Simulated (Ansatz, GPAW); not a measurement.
# 1T-SrBrI 3 layers, AA: work function by functional and basis, part 2 of 3

Wanted: work functions and dipole of 1T-SrBrI 3 layers, AA, with the cost of each level. Where a layer proves gapped, the work function hangs on where the smearing puts the Fermi level, and the band edges take its place.

GPAW 26.7.0 and Ansatz 0.2.0; Ansatz plane waves; layer without images along its normal, relaxation of atoms and in-plane cell, with D3(BJ) dispersion (the session's first sound run).

So far. Step 2 (Relaxation): The relaxation lowered the energy of the cell by 0.259 eV.

## 3. Plane waves, PBE

The work function is the vacuum plateau of the electrostatic potential less the Fermi level; a dipole layer lets the two faces have plateaus of their own.

This step: GPAW, PAW setups; slab in vacuum (GPAW 26.7.0).

The cell differs from the one that the last finished run ended in (c 59.543 → 34.438 Å).

File run.py:

```python
import json
import numpy as np
from ase import Atoms
from gpaw import GPAW, PW

slab = Atoms(
    ['I', 'Sr', 'Br', 'I', 'Sr', 'Br', 'I', 'Sr', 'Br'],
    positions=[
        [2.31497, 1.33655, 9.00000],
        [-0.00000, 0.00000, 10.88301],
        [0.00000, 2.67310, 12.38657],
        [2.31497, 1.33655, 15.52612],
        [0.00000, -0.00000, 17.40144],
        [0.00000, 2.67310, 18.90245],
        [2.31497, 1.33655, 22.04179],
        [0.00000, -0.00000, 23.92057],
        [0.00000, 2.67310, 25.43755]],
    cell=[[4.62995, 0.0, 0.0], [-2.31497, 4.00965, 0.0], [0.0, 0.0, 34.4375]],
    pbc=[True, True, False])

slab.calc = GPAW(mode=PW(400), xc='PBE', kpts={'size': (9, 9, 1), 'gamma': True},
                 occupations={'name': 'fermi-dirac', 'width': 0.05}, nbands='140%',
                 convergence={'density': 1e-05}, maxiter=200,
                 poissonsolver={'dipolelayer': 'xy'},
                 symmetry={'tolerance': 1e-3}, txt='slab.txt')
result = {}
energy = slab.get_potential_energy()
fermi = slab.calc.get_fermi_level()
v = slab.calc.get_electrostatic_potential().mean((0, 1)) - fermi
n = slab.calc.get_pseudo_density().mean((0, 1))
L = slab.cell[2, 2]
z = np.arange(len(v)) * L / len(v)
low, high = slab.positions[:, 2].min(), slab.positions[:, 2].max()
below, above = np.interp([low - 6.8, high + 6.8], z, v)
slopes = [np.interp(x, z, np.gradient(v, z)) for x in (low - 6.8, high + 6.8)]
eps = np.array([[slab.calc.get_eigenvalues(k, s) for k in range(len(slab.calc.get_ibz_k_points()))]
                for s in range(slab.calc.get_number_of_spins())]) - fermi
top, bottom = eps[eps < 0].max(), eps[eps > 0].min()
dipole = slab.get_dipole_moment()[2]
print(f'energy {energy:.4f} eV, Fermi level {fermi:.4f} eV, dipole {dipole:.5f} e A')
print(f'potential 6.8 A off the faces, from the Fermi level: lower {below:.4f} eV, upper {above:.4f} eV')
print(f'slope of the potential there: lower {slopes[0]:.5f}, upper {slopes[1]:.5f} eV/A')
print(f'nearest levels on the mesh: {top:.4f} and {bottom:.4f} eV')
print('magnetic moment', round(slab.get_magnetic_moment(), 3))
result.update(energy=energy, fermi=fermi, dipole=dipole, below=below, above=above, slopes=slopes, edges=[top, bottom],
              z=z.tolist(), v=v.tolist(), n=n.tolist(), positions=slab.positions.tolist(),
              forces=slab.get_forces(apply_constraint=False).tolist(), moments=slab.get_magnetic_moments().tolist())
json.dump(result, open('result.json', 'w'))
```

Started as:

```bash
OMP_NUM_THREADS=1 OPENBLAS_NUM_THREADS=1 python run.py
```

What it wrote:

```text
energy -31.5681 eV, Fermi level 0.0797 eV, dipole 0.10266 e A
potential 6.8 A off the faces, from the Fermi level: lower 5.0404 eV, upper 4.0437 eV
slope of the potential there: lower -0.00002, upper 0.00002 eV/A
nearest levels on the mesh: -1.9666 and 1.7863 eV
magnetic moment 0.0
```

Run time: 1.7 min. Hardware: 1 thread of AMD EPYC 9R14 (Zen 4), shared host; peak memory 0.45 GiB.

Numbers from this step:

| Quantity | Value |
| --- | --- |
| dipole along the normal | 0.1027 e·Å |
| levels nearest the Fermi level on the mesh | -1.967, 1.786 eV from the Fermi level |
| upper work function | 4.044 eV |
| lower work function | 5.040 eV |
| upper ionisation energy | 6.010 eV |

The electrostatic potential energy of an electron (without an applied field's), less the Fermi level, planar mean oscillates, so the rows of the table below give means over windows of 2.5 Å about each position, cut where the curve ends. Its maxima inside the range that stand out by 2 % of the span (Å: eV): 1.4: 5.04, 9.9: -1.58, 11.7: -3.43, 13.9: 4.06, 16.5: -1.95, 18.2: -3.74, 20.3: 3.71, 23.0: -2.31, 24.8: -3.93. Its minima: 9.0: -11.1, 10.9: -9.77, 12.4: -8.14, 15.5: -11.4, 17.4: -10.1, 18.8: -8.48, 22.1: -11.8, 23.9: -10.4, 25.4: -8.77.

The electrostatic potential energy of an electron (without an applied field's), less the Fermi level, planar mean by z; means over each step:

| z (Å) | electrostatic potential energy of an electron (without an applied field's), less the Fermi level, planar mean (eV) |
| --- | --- |
| 0.0 | 4.97 |
| 2.5 | 5.04 |
| 5.0 | 5.04 |
| 7.5 | 2.68 |
| 10.0 | -6.46 |
| 12.5 | -2.68 |
| 15.0 | -2.73 |
| 17.5 | -5.73 |
| 20.0 | 0.183 |
| 22.5 | -6.00 |
| 25.0 | -5.95 |
| 27.5 | 3.72 |
| 30.0 | 4.04 |
| 32.5 | 4.04 |

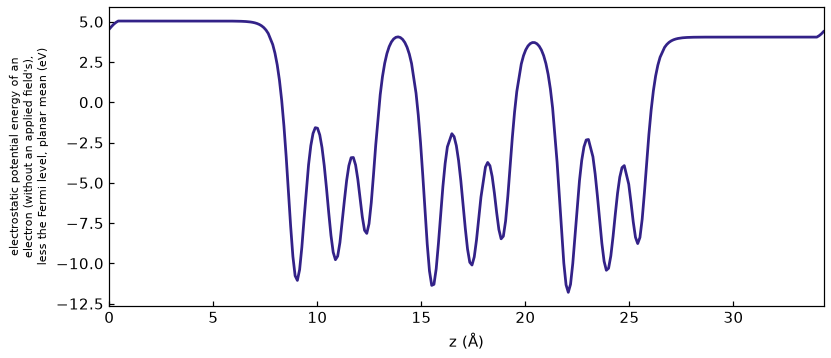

Electrostatic potential energy of an electron (without an applied field's), less the Fermi level, planar mean against z.

The pseudo valence density, planar mean oscillates, so the rows of the table below give means over windows of 2 Å about each position, cut where the curve ends. Its maxima inside the range that stand out by 2 % of the span (Å: e/Å³): 8.6: 0.204, 9.5: 0.232, 11.0: 0.425, 12.7: 0.226, 15.1: 0.212, 16.1: 0.228, 17.4: 0.432, 19.2: 0.225, 21.5: 0.211, 22.6: 0.233, 23.9: 0.429. Its minima: 9.0: 0.109, 9.9: 0.189, 12.5: 0.217, 14.0: 0.0341, 15.5: 0.107, 16.6: 0.190, 18.9: 0.216, 20.4: 0.0329, 22.0: 0.114, 23.0: 0.187.

The pseudo valence density, planar mean by z; means over each step:

| z (Å) | pseudo valence density, planar mean (e/Å³) |
| --- | --- |
| 4 | 2.4e-6 |
| 6 | 0.00102 |
| 8 | 0.0972 |
| 10 | 0.250 |
| 12 | 0.261 |
| 14 | 0.0921 |
| 16 | 0.193 |
| 18 | 0.307 |
| 20 | 0.107 |
| 22 | 0.174 |
| 24 | 0.303 |
| 26 | 0.151 |
| 28 | 0.00228 |
| 30 | 4.5e-6 |

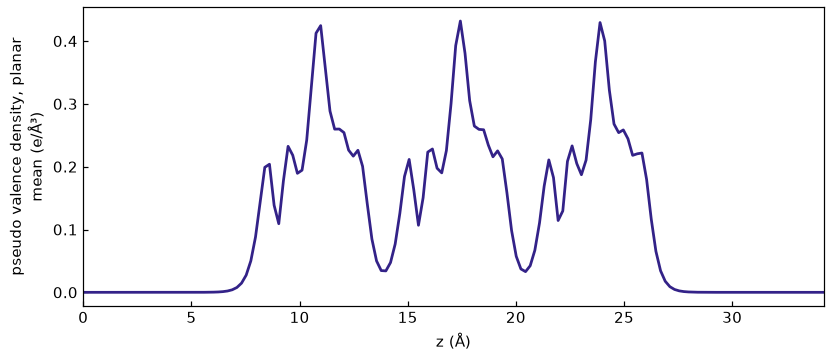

Pseudo valence density, planar mean against z.

Force by atom:

| atom | x (eV/Å) | y (eV/Å) | z (eV/Å) | size |
| --- | --- | --- | --- | --- |
| I1 | 0.0000 | 0.0000 | -0.0927 | 0.0927 |
| Sr2 | 0.0000 | 0.0000 | -0.0473 | 0.0473 |
| Br3 | 0.0000 | 0.0000 | 0.0049 | 0.0049 |
| I4 | 0.0000 | 0.0000 | 0.0001 | 0.0001 |
| Sr5 | 0.0000 | 0.0000 | -0.0124 | 0.0124 |
| Br6 | 0.0000 | 0.0000 | 0.0124 | 0.0124 |
| I7 | 0.0000 | 0.0000 | 0.0133 | 0.0133 |
| Sr8 | 0.0000 | 0.0000 | 0.0378 | 0.0378 |
| Br9 | 0.0000 | 0.0000 | 0.0835 | 0.0835 |

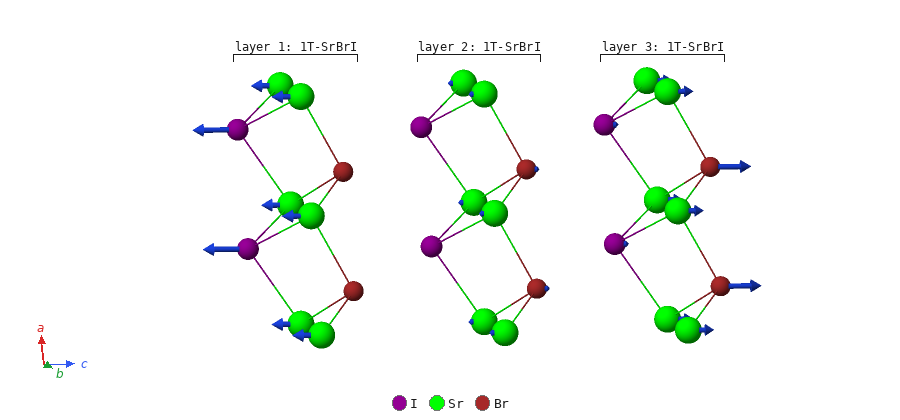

Force as arrows, the longest 0.0927 eV/Å. 2×1×1 cells are drawn. Some periodic images of atoms are drawn too.

The layer is gapped, so the Fermi level lies somewhere inside the gap, set by smearing and numerics, and these work functions are no property of the material; the band edges below the vacuum level are. The potential is flat to 2.2e-5 eV/Å where it is read, so the vacuum is wide enough. The geometry is the other program's minimum (found with a dispersion term); here the largest force on a free atom is 0.093 eV/Å.

## 4. OptPBE vdW: xc = "optPBE-vdW"

The same geometry under optPBE-vdW, to see how far the functional moves the levels against the vacuum (the van der Waals functionals take revPBE setups).

Changes to run.py since step 3:

```diff
@@ -20,3 +20,3 @@
 
-slab.calc = GPAW(mode=PW(400), xc='PBE', kpts={'size': (9, 9, 1), 'gamma': True},
+slab.calc = GPAW(mode=PW(400), xc='optPBE-vdW', kpts={'size': (9, 9, 1), 'gamma': True},
                  occupations={'name': 'fermi-dirac', 'width': 0.05}, nbands='140%',
```

What it wrote:

```text
energy -151.5831 eV, Fermi level 0.0688 eV, dipole 0.10717 e A
potential 6.8 A off the faces, from the Fermi level: lower 5.1446 eV, upper 4.1040 eV
slope of the potential there: lower -0.00002, upper 0.00002 eV/A
nearest levels on the mesh: -2.0466 and 1.6222 eV
magnetic moment 0.0
```

The job ended after 2 min (1 thread; peak memory 0.9 GiB).

This step gave:

- dipole along the normal: 0.1072 e·Å
- levels nearest the Fermi level on the mesh: -2.047, 1.622 eV from the Fermi level
- upper work function: 4.104 eV
- lower work function: 5.145 eV
- upper ionisation energy: 6.151 eV

The electrostatic potential energy of an electron (without an applied field's), less the Fermi level, planar mean oscillates, so the rows of the table below give means over windows of 2.5 Å about each position, cut where the curve ends. Its maxima inside the range that stand out by 2 % of the span (Å: eV): 1.4: 5.14, 9.9: -1.65, 11.7: -3.49, 13.9: 4.08, 16.5: -2.04, 18.2: -3.82, 20.3: 3.71, 23.0: -2.42, 24.8: -4.03. Its minima: 9.0: -11.1, 10.9: -9.86, 12.4: -8.16, 15.5: -11.4, 17.4: -10.2, 18.8: -8.52, 22.1: -11.8, 23.9: -10.5, 25.4: -8.83.

Electrostatic potential energy of an electron (without an applied field's), less the Fermi level, planar mean against z; means over each step:

| z (Å) | electrostatic potential energy of an electron (without an applied field's), less the Fermi level, planar mean (eV) |
| --- | --- |
| 0.0 | 5.07 |
| 2.5 | 5.14 |
| 5.0 | 5.14 |
| 7.5 | 2.74 |
| 10.0 | -6.52 |
| 12.5 | -2.70 |
| 15.0 | -2.74 |
| 17.5 | -5.82 |
| 20.0 | 0.176 |
| 22.5 | -6.07 |
| 25.0 | -6.02 |
| 27.5 | 3.76 |
| 30.0 | 4.10 |
| 32.5 | 4.10 |

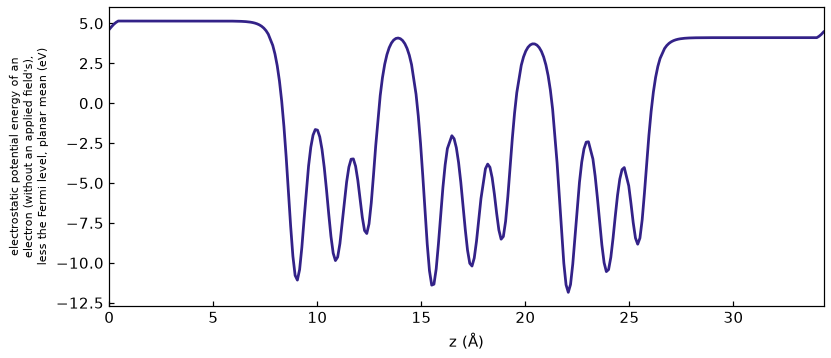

Electrostatic potential energy of an electron (without an applied field's), less the Fermi level, planar mean, plotted against z.

The pseudo valence density, planar mean oscillates, so the rows of the table below give means over windows of 2.5 Å about each position, cut where the curve ends. Its maxima inside the range that stand out by 2 % of the span (Å: e/Å³): 8.6: 0.204, 9.5: 0.232, 11.0: 0.424, 12.7: 0.226, 15.1: 0.212, 16.1: 0.228, 17.4: 0.431, 19.2: 0.225, 21.5: 0.211, 22.6: 0.233, 23.9: 0.429. Its minima: 9.0: 0.109, 9.9: 0.189, 12.5: 0.217, 14.0: 0.0344, 15.5: 0.107, 16.6: 0.190, 18.9: 0.216, 20.4: 0.0333, 22.0: 0.115, 23.0: 0.187.

The pseudo valence density, planar mean by z; means over each step:

| z (Å) | pseudo valence density, planar mean (e/Å³) |
| --- | --- |
| 2.5 | 0 |
| 5.0 | 1.0e-4 |
| 7.5 | 0.0648 |
| 10.0 | 0.251 |
| 12.5 | 0.199 |
| 15.0 | 0.135 |
| 17.5 | 0.289 |
| 20.0 | 0.120 |
| 22.5 | 0.207 |
| 25.0 | 0.268 |
| 27.5 | 0.0173 |
| 30.0 | 1.0e-5 |

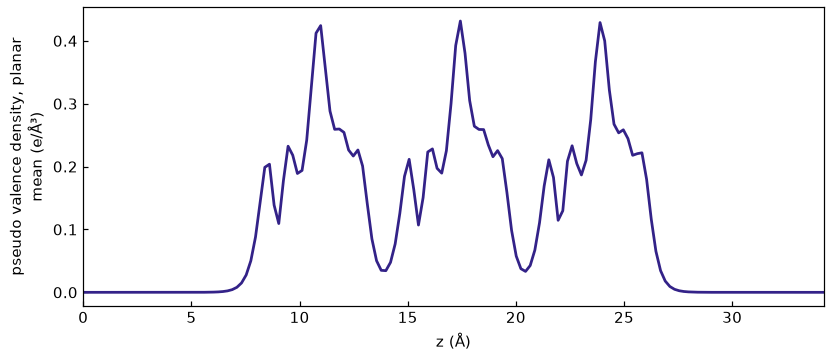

Pseudo valence density, planar mean, plotted against z.

Force by atom:

| atom | x (eV/Å) | y (eV/Å) | z (eV/Å) | size |
| --- | --- | --- | --- | --- |
| I1 | 0.000 | 0.000 | -0.140 | 0.140 |
| Sr2 | 0.000 | 0.000 | -0.040 | 0.040 |
| Br3 | 0.000 | 0.000 | 0.110 | 0.110 |
| I4 | 0.000 | 0.000 | -0.104 | 0.104 |
| Sr5 | 0.000 | 0.000 | -0.011 | 0.011 |
| Br6 | 0.000 | 0.000 | 0.115 | 0.115 |
| I7 | 0.000 | 0.000 | -0.095 | 0.095 |
| Sr8 | 0.000 | 0.000 | 0.026 | 0.026 |
| Br9 | 0.000 | 0.000 | 0.138 | 0.138 |

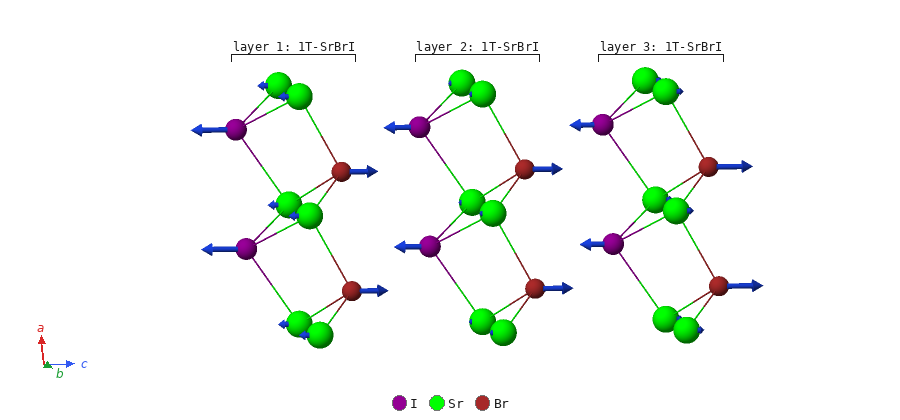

Force as arrows, the longest 0.140 eV/Å. 2×1×1 cells are drawn. Some periodic images of atoms are drawn too.

The highest filled level lies 2.05 eV under the Fermi level, so the ionisation energy from the upper face is 4.104 + 2.05 = 6.151 eV, against 6.010 eV in the base run.

## 5. Self-consistent run: xc = "RPBE"

The same geometry under RPBE, to see how far the functional moves the levels against the vacuum.

Changes to run.py since step 4:

```diff
@@ -20,3 +20,3 @@
 
-slab.calc = GPAW(mode=PW(400), xc='optPBE-vdW', kpts={'size': (9, 9, 1), 'gamma': True},
+slab.calc = GPAW(mode=PW(400), xc='RPBE', kpts={'size': (9, 9, 1), 'gamma': True},
                  occupations={'name': 'fermi-dirac', 'width': 0.05}, nbands='140%',
```

What it wrote:

```text
energy -29.6458 eV, Fermi level 0.2114 eV, dipole 0.10537 e A
potential 6.8 A off the faces, from the Fermi level: lower 4.9508 eV, upper 3.9277 eV
slope of the potential there: lower -0.00002, upper 0.00002 eV/A
nearest levels on the mesh: -2.0023 and 1.8920 eV
magnetic moment 0.0
```

Run time: 1.7 min. Hardware: 1 thread; peak memory 0.45 GiB.

Numbers from this step:

```
dipole along the normal                    : 0.1054 e·Å
levels nearest the Fermi level on the mesh : -2.002, 1.892 eV from the Fermi level
upper work function                        : 3.928 eV
lower work function                        : 4.951 eV
upper ionisation energy                    : 5.930 eV
```

The electrostatic potential energy of an electron (without an applied field's), less the Fermi level, planar mean oscillates, so the rows of the table below give means over windows of 2.5 Å about each position, cut where the curve ends. Its maxima inside the range that stand out by 2 % of the span (Å: eV): 1.0: 4.95, 9.9: -1.72, 11.7: -3.58, 13.9: 3.88, 16.5: -2.11, 18.2: -3.90, 20.3: 3.52, 23.0: -2.47, 24.8: -4.10. Its minima: 9.0: -11.2, 10.9: -9.95, 12.4: -8.30, 15.5: -11.5, 17.4: -10.3, 18.8: -8.64, 22.1: -11.9, 23.9: -10.6, 25.4: -8.93.

Table of electrostatic potential energy of an electron (without an applied field's), less the Fermi level, planar mean by z; means over each step:

| z (Å) | electrostatic potential energy of an electron (without an applied field's), less the Fermi level, planar mean (eV) |
| --- | --- |
| 0.0 | 4.87 |
| 2.5 | 4.95 |
| 5.0 | 4.95 |
| 7.5 | 2.59 |
| 10.0 | -6.60 |
| 12.5 | -2.84 |
| 15.0 | -2.88 |
| 17.5 | -5.90 |
| 20.0 | 0.0137 |
| 22.5 | -6.16 |
| 25.0 | -6.11 |
| 27.5 | 3.60 |
| 30.0 | 3.93 |
| 32.5 | 3.93 |

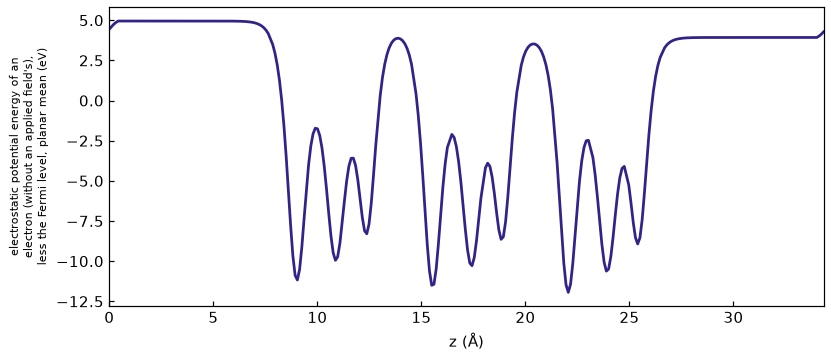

Electrostatic potential energy of an electron (without an applied field's), less the Fermi level, planar mean, plotted against z.

The highest filled level lies 2.00 eV under the Fermi level, so the ionisation energy from the upper face is 3.928 + 2.00 = 5.930 eV, against 6.010 eV in the base run.

## 6. Self-consistent run: xc = "vdW-DF2"

The same geometry under vdW-DF2, to see how far the functional moves the levels against the vacuum (the van der Waals functionals take revPBE setups).

Changes to run.py since step 5:

```diff
@@ -20,3 +20,3 @@
 
-slab.calc = GPAW(mode=PW(400), xc='RPBE', kpts={'size': (9, 9, 1), 'gamma': True},
+slab.calc = GPAW(mode=PW(400), xc='vdW-DF2', kpts={'size': (9, 9, 1), 'gamma': True},
                  occupations={'name': 'fermi-dirac', 'width': 0.05}, nbands='140%',
```

What it wrote:

```text
energy -776.4441 eV, Fermi level -0.8659 eV, dipole 0.10995 e A
potential 6.8 A off the faces, from the Fermi level: lower 6.1609 eV, upper 5.0931 eV
slope of the potential there: lower -0.00002, upper 0.00002 eV/A
nearest levels on the mesh: -1.1151 and 1.7772 eV
magnetic moment 0.0
```

Wall time 1.9 min (1 thread); peak memory 0.9 GiB.

This step gave:

| Item | Value |
| --- | --- |
| dipole along the normal | 0.1100 e·Å |
| levels nearest the Fermi level on the mesh | -1.115, 1.777 eV from the Fermi level |
| upper work function | 5.093 eV |
| lower work function | 6.161 eV |
| upper ionisation energy | 6.208 eV |

The highest filled level lies 1.12 eV under the Fermi level, so the ionisation energy from the upper face is 5.093 + 1.12 = 6.208 eV, against 6.010 eV in the base run. The gap on the mesh falls from 3.75 to 2.89 eV, more than a change of this kind should bring; an empty state of the vacuum under the conduction band is the likely cause.

## 7. Real-space grid: mode = "fd"

A real-space grid is a second complete basis, so it checks the plane-wave result.

Changes to run.py since step 6:

```diff
@@ -3,3 +3,3 @@
 from ase import Atoms
-from gpaw import GPAW, PW
+from gpaw import GPAW
 
@@ -20,3 +20,3 @@
 
-slab.calc = GPAW(mode=PW(400), xc='vdW-DF2', kpts={'size': (9, 9, 1), 'gamma': True},
+slab.calc = GPAW(mode='fd', h=0.18, xc='PBE', kpts={'size': (9, 9, 1), 'gamma': True},
                  occupations={'name': 'fermi-dirac', 'width': 0.05}, nbands='140%',
```

What it wrote:

```text
energy -31.6201 eV, Fermi level -4.5751 eV, dipole 0.10221 e A
potential 6.8 A off the faces, from the Fermi level: lower 5.0732 eV, upper 4.0769 eV
slope of the potential there: lower -0.00000, upper -0.00000 eV/A
nearest levels on the mesh: -1.9335 and 1.8211 eV
magnetic moment 0.0
```

The job ended after 7.2 min (1 thread; peak memory 2 GiB).

This step gave:

```yaml
dipole_along_the_normal: 0.1022 e·Å
levels_nearest_the_fermi_level_on_the_mesh: -1.933, 1.821 eV from the Fermi level
upper_work_function: 4.077 eV
lower_work_function: 5.073 eV
upper_ionisation_energy: 6.010 eV
```

The electrostatic potential energy of an electron (without an applied field's), less the Fermi level, planar mean oscillates, so the rows of the table below give means over windows of 2.5 Å about each position, cut where the curve ends. Its maxima inside the range that stand out by 2 % of the span (Å: eV): 3.7: 5.07, 10.0: -1.51, 11.7: -3.44, 13.9: 4.09, 16.5: -1.94, 18.1: -3.84, 20.4: 3.74, 23.0: -2.25, 24.7: -3.97. Its minima: 9.1: -11.0, 10.9: -9.67, 12.4: -8.11, 15.5: -11.4, 17.5: -9.90, 18.8: -8.44, 22.1: -11.8, 23.9: -10.3, 25.4: -8.72.

The electrostatic potential energy of an electron (without an applied field's), less the Fermi level, planar mean by z; means over each step:

| z (Å) | electrostatic potential energy of an electron (without an applied field's), less the Fermi level, planar mean (eV) |
| --- | --- |
| 0.0 | 5.06 |
| 2.5 | 5.07 |
| 5.0 | 5.07 |
| 7.5 | 2.70 |
| 10.0 | -6.41 |
| 12.5 | -2.64 |
| 15.0 | -2.69 |
| 17.5 | -5.68 |
| 20.0 | 0.224 |
| 22.5 | -5.95 |
| 25.0 | -5.90 |
| 27.5 | 3.75 |
| 30.0 | 4.08 |
| 32.5 | 4.08 |

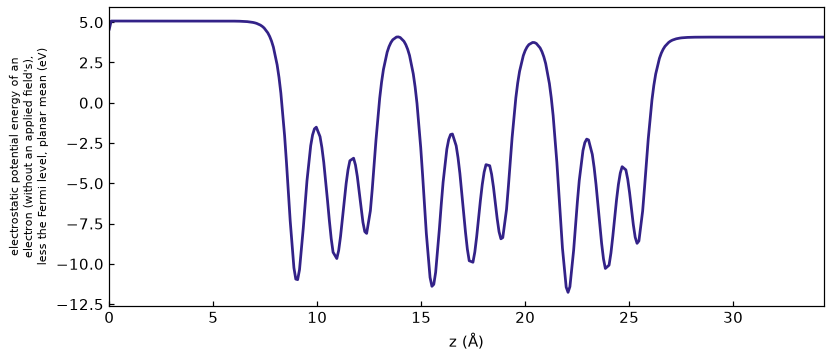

Electrostatic potential energy of an electron (without an applied field's), less the Fermi level, planar mean against z.

The highest filled level lies 1.93 eV under the Fermi level, so the ionisation energy from the upper face is 4.077 + 1.93 = 6.010 eV, against 6.010 eV in the base run.

[end of part 2 of 3]

[Logs are printed without paths, hosts, clocks, repeated set-up lines and the standing remarks that a program may print on its own settings, such as how far it seeks lower states.]

[Hosts, paths, dates, database ids (printed as entryN), source tags and the programs' standing remarks are cut or masked in the printed files.]
